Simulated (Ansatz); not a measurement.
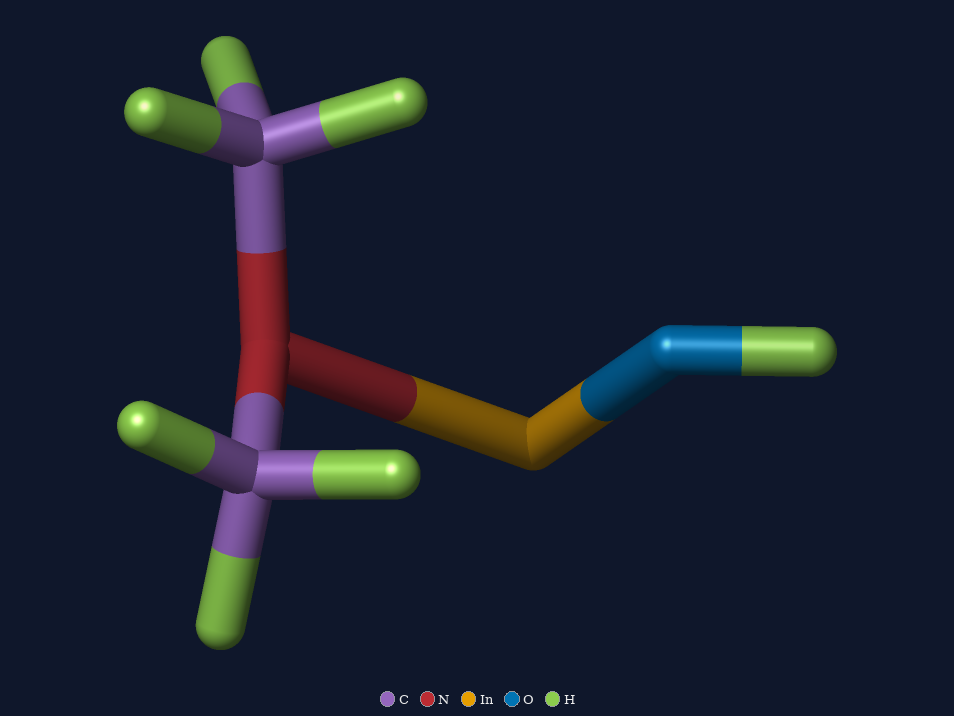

The species is neutral and a spin doublet. The computed structure is the end point of a PBE0-D4/def2-TZVP optimisation.

Draw it as a skeletal formula.

SMILES: C[N](C)[In][OH]

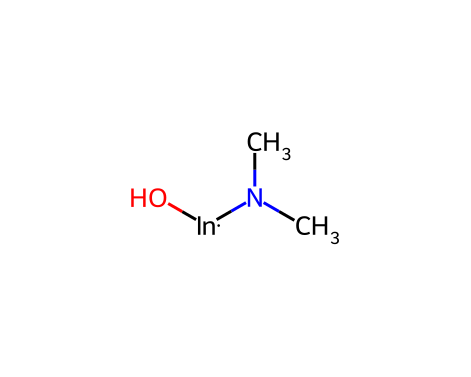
